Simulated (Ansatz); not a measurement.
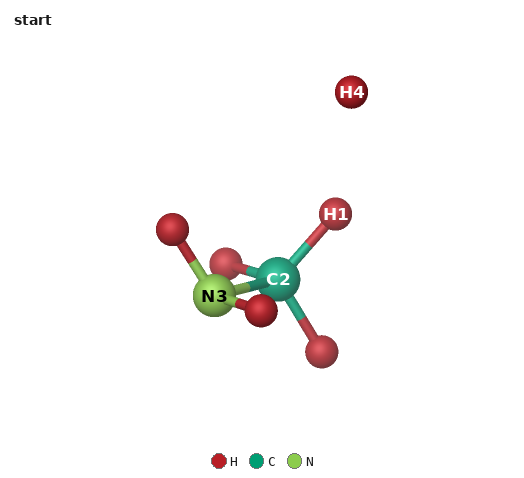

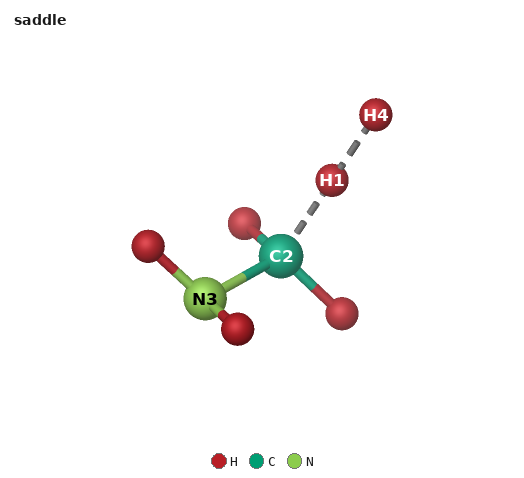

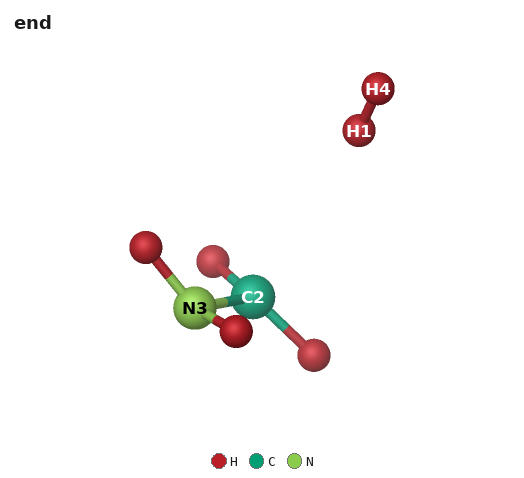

A saddle point and the two end points reached downhill from it. Broken sticks mark bonds that form or break. Charge 0, doublet. Geometries: PBE0-D4/def2-TZVP; all other levels are single points on them, and energies count from the start as drawn. Program: Ansatz 0.2.0. In CBS estimates cores are frozen, and CCSD(T) − MP2 is taken in the smaller basis.

**Which bonds form and which break from start to end?**

Formed: H1–H4; broken: H1–C2. At the saddle point H1···H4 is 1.08 Å, H1···C2 is 1.24 Å.

Give the electronic barrier and the reaction energy from start to end in eV (no zero-point energy) with CCSD(T)/CBS (MP2 limit from def2-TZVPP and def2-QZVPP plus CCSD(T) − MP2); PBE0-D4/def2-TZVPP; PBE-QIDH (frozen core)/def2-TZVPP; direct RPA on PBE orbitals (frozen core)/def2-TZVPP; CAM-B3LYP-D4/def2-TZVPP; UHF-MP2 (frozen core)/def2-QZVPP; B3LYP-D4/def2-TZVPP; ωB97M-V/def2-TZVPP.

| level | barrier | reaction energy |
| --- | --- | --- |
| CCSD(T)/CBS (MP2 limit from def2-TZVPP and def2-QZVPP plus CCSD(T) − MP2) | 0.306 | −0.420 |
| PBE0-D4/def2-TZVPP | 0.120 | −0.410 |
| PBE-QIDH (frozen core)/def2-TZVPP | 0.310 | −0.329 |
| direct RPA on PBE orbitals (frozen core)/def2-TZVPP | 0.309 | −0.443 |
| CAM-B3LYP-D4/def2-TZVPP | 0.116 | −0.527 |
| UHF-MP2 (frozen core)/def2-QZVPP | 0.466 | −0.236 |
| B3LYP-D4/def2-TZVPP | 0.022 | −0.588 |
| ωB97M-V/def2-TZVPP | 0.255 | −0.456 |
